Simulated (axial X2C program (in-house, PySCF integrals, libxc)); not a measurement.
# A two-component session on PO⁺: properties at the nuclei

Wanted for PO⁺: properties at the nuclei, at the two-component level.

Program: an in-house X2C program for linear molecules on PySCF integrals. Level of theory: two-component X2C with atomic mean-field terms, P dyall-av3z, O dyall-av3z. These are calculated values, not measurements.

## Step 1: The job

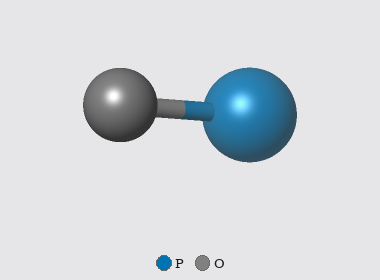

The two atoms at 1.590 Å (phosphorus blue, oxygen grey).

File task.json:

```json
{
 "zs": [
  15,
  8
 ],
 "q": 1,
 "bas": [
  "dyall-av3z",
  "dyall-av3z"
 ],
 "r0": 1.59,
 "levels": [
  "PBE0",
  "HF",
  "B3LYP"
 ],
 "nst": 1,
 "ff": 1,
 "thr": -3.5,
 "nmax": 130,
 "opt": {
  "ecut": 60
 }
}
```

Keys: zs atomic numbers; q charge; bas basis sets; r0 starting distance in Å; levels methods (HF also brings MP2); nst determinants followed; ff finite-field run; thr threshold in hartree for freezing inner shells (an s shell follows its p shell); nmax most natural virtual spinors; ecut virtual cutoff in hartree.

Run with:

```sh
> python soeom.py task.json out
```

Nuclei are Gaussian, cores are contracted, and the Gaunt term is on.

## Step 2: Expectation values, lowest determinant

R = 1.429 Å. State: Ω = 0 (closed shell).

Output of the PBE0 run:

```text
two-component X2C + atomic mean field  PBE0
basis functions 116  fitting functions 615  grid points 4349
iter        total energy     max residual
   1       -416.893060313     2.19e-06
   2       -416.893060313     3.15e-06
converged
one-electron -656.74070938  Coulomb 226.83042297  exact exchange -7.65138265  xc functional -23.71696314  nuclear repulsion 44.43755445  atomic mean-field constant -0.05198256
```

The highest occupied spinor is 46% O p, 27% P p, 16% P s.

| level | qzz P (a.u.) | qzz O (a.u.) |
| --- | --- | --- |
| PBE0 | -2.64 | -0.85 |
| HF | -3.12 | -0.86 |
| B3LYP | -2.63 | -0.89 |

qzz is the electric field gradient, eQq0 = 234.96 MHz × Q/barn × qzz. The operators were transformed with the bare-nucleus X2C matrices.

## Step 3: Finite-field coupled cluster

Output:

```text
two-component X2C + atomic mean field  HF
basis functions 116  fitting functions 615  grid points 4349
iter        total energy     max residual
   1       -416.130245129     6.81e-02
   2       -416.145539284     7.44e-03
   3       -416.145983899     6.13e-03
   4       -416.146479367     1.38e-03
   5       -416.146520584     3.67e-04
   6       -416.146524622     1.12e-04
   7       -416.146524966     3.61e-05
   8       -416.146525019     6.64e-06
   9       -416.146525019     7.43e-07
converged
one-electron -656.42830559  Coulomb 226.54742462  exact exchange -30.65121594  xc functional 0.00000000  nuclear repulsion 44.43755445  atomic mean-field constant -0.05198256
correlated 10  virtual 200  natural virtual 118  E(MP2) -0.370350272  MP2 remainder -0.002551981
iter   CCSD correlation   residual
   1     -0.346018221   1.93e-01
   2     -0.361411455   1.01e-01
   3     -0.366198893   2.92e-02
   4     -0.366308721   9.98e-03
   5     -0.366472596   3.35e-03
   6     -0.366448740   7.66e-04
   7     -0.366453247   2.63e-04
   8     -0.366457230   8.43e-05
   9     -0.366456479   2.85e-05
  10     -0.366456710   9.10e-06
  11     -0.366456564   3.05e-06
  12     -0.366456494   1.40e-06
  13     -0.366456522   7.56e-07
  14     -0.366456513   3.51e-07
(T) -0.020916073  T1 0.0355  D1 0.0532  max T2 0.072
```

T1 in the output is the amplitude norm over the root of the electron number; divide by √2 for the Lee–Taylor value.

10 electrons correlated in 118 natural virtual spinors, MP2 remainder added; T1 = 0.025.

| level | qzz P (a.u.) | qzz O (a.u.) |
| --- | --- | --- |
| HF | -3.12 | -0.86 |
| MP2 | -2.36 | -0.91 |
| CCSD | -2.56 | -0.88 |
| CCSD(T) | -2.42 | -0.88 |

## Step 4: Outcome

| quantity | value |
| --- | --- |
| lowest determinant | Ω = 0 (closed shell) |
| qzz P (a.u.), PBE0 | -2.64 |
| qzz O (a.u.), PBE0 | -0.85 |
| qzz P (a.u.), CCSD(T) | -2.42 |
| qzz O (a.u.), CCSD(T) | -0.88 |

What this shows: The expectation values come from single determinants, which for open shells can mix terms of unlike spin or miss the lowest Ω, so a determinant need not be a state. qzz is the electric field gradient, eQq0 = 234.96 MHz × Q/barn × qzz. The operators were transformed with the bare-nucleus X2C matrices. Correlation of the inner shells is missing, which matters for properties at the nucleus.
